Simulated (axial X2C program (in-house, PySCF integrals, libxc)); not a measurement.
**Linear NSbN at several levels**

How do method and spin–orbit coupling move the bonds and stretches of NSbN, held linear?

Method: all-electron X2C, two-component (2c) or spin-free, N dyall-av3z, Sb dyall-v3z; program: an in-house X2C program for linear molecules on PySCF integrals.

All values are calculated.

2 further runs of the same task are left out: 2 set aside as unsound or not needed.

## Step 1: Set-up

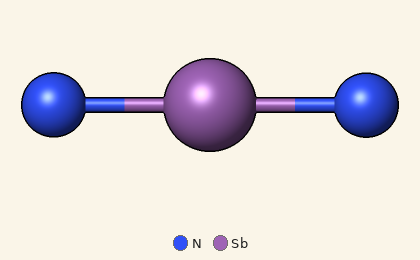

The atoms on one line, bonds 1.930 and 1.930 Å (nitrogen blue, antimony purple).

File task.json:

```json
{"zs": [7, 51, 7], "q": 0, "bas": ["dyall-av3z", "dyall-v3z", "dyall-av3z"], "r0": [1.93, 1.93], "symm": 1, "scan": ["PBE0", "HF", "B3LYP"], "levels": ["PBE0", "HF", "LDA"], "nst": 2}
```

Keys: zs atomic numbers; q charge; bas basis sets; r0 starting distance in Å; symm equal bonds; scan levels of the two-bond scan; levels methods; nst determinants followed.

Command:

```
python solin.py task.json out
```

Masses N 14.003, Sb 120.904, N 14.003 u.

## Step 2: Scan at PBE0, 2c

State: Ω = 1/2 (beyond evenly filled blocks: ω = 1/2). Energies above the lowest point, from the job's result record:

```csv
r(N–Sb) (Å),r(Sb–N) (Å),E (meV)
1.8174,1.8174,65.86
1.8174,1.8640,27.55
1.8174,1.9106,44.94
1.8640,1.8174,27.55
1.8640,1.8640,0.00
1.8640,1.9106,27.63
1.8640,1.9572,96.65
1.9106,1.8174,44.94
1.9106,1.8640,27.63
1.9106,1.9106,65.15
1.9572,1.8640,96.65
1.9572,1.9572,230.70
```

A quadratic surface with cubic terms in each bond gives the minimum at 1.862 and 1.862 Å, force constants 4.09, 4.09 and coupling 0.72 mdyn/Å.

## Step 3: Scan at B3LYP, 2c

State: Ω = 1/2 (beyond evenly filled blocks: ω = 1/2). Energies above the lowest point, from the job's result record:

```csv
r(N–Sb) (Å),r(Sb–N) (Å),E (meV)
1.8174,1.8174,109.15
1.8174,1.8640,49.02
1.8174,1.9106,44.85
1.8640,1.8174,49.02
1.8640,1.8640,0.00
1.8640,1.9106,6.55
1.8640,1.9572,54.64
1.9106,1.8174,44.85
1.9106,1.8640,6.55
1.9106,1.9106,23.71
1.9572,1.8640,54.64
1.9572,1.9572,150.13
```

A quadratic surface with cubic terms in each bond gives the minimum at 1.878 and 1.878 Å, force constants 3.78, 3.78 and coupling 0.77 mdyn/Å.

## Step 4: Scan at PBE0, spin-free

State: M_S = 1/2, Λ = 1 (beyond evenly filled blocks: π+α, π+β, π-α). Energies above the lowest point, from the job's result record:

```csv
r(N–Sb) (Å),r(Sb–N) (Å),E (meV)
1.8174,1.8174,61.17
1.8174,1.8640,24.74
1.8174,1.9106,43.11
1.8640,1.8174,24.74
1.8640,1.8640,0.00
1.8640,1.9106,29.49
1.8640,1.9572,99.51
1.9106,1.8174,43.11
1.9106,1.8640,29.49
1.9106,1.9106,69.74
1.9572,1.8640,99.51
1.9572,1.9572,239.74
```

A quadratic surface with cubic terms in each bond gives the minimum at 1.861 and 1.861 Å, force constants 4.05, 4.05 and coupling 0.79 mdyn/Å.

## Step 5: Comparison

| level | r(N–Sb) (Å) | r(Sb–N) (Å) | lower stretch (cm⁻¹) | upper stretch (cm⁻¹) |
| --- | --- | --- | --- | --- |
| PBE0, 2c | 1.862 | 1.862 | 708.6 | 763.3 |
| B3LYP, 2c | 1.878 | 1.878 | 670.3 | 743.1 |
| PBE0, spin-free | 1.861 | 1.861 | 698.1 | 765.5 |
| B3LYP, spin-free | 1.876 | 1.876 | 659.8 | 746.3 |

Scans not shown above were run alike.

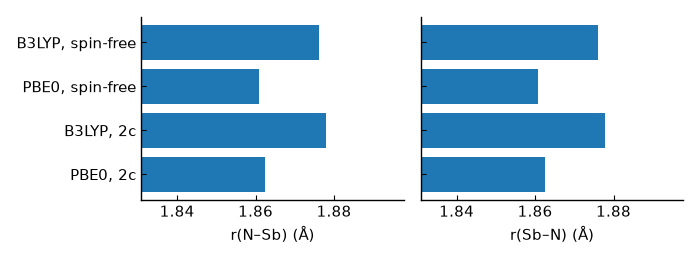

The two bond lengths by level.

What this shows: Over the levels the N–Sb bond spans 1.861 to 1.878 Å and the Sb–N bond 1.861 to 1.878 Å. At PBE0 going from spin-free to two-component moves the bonds by +0.002 and +0.002 Å. Each state is one determinant, the lowest of a limited PBE0 search; the stretches come from a fit to few points and are good to some per cent at best. The stretches are sorted by size, and where the two bonds are alike the symmetric and antisymmetric modes can swap order between levels. The molecule was held linear; bending was not examined, so a bent shape may lie lower. Note: functional without a current term on a determinant with orbital currents, of the molecule or an atom.
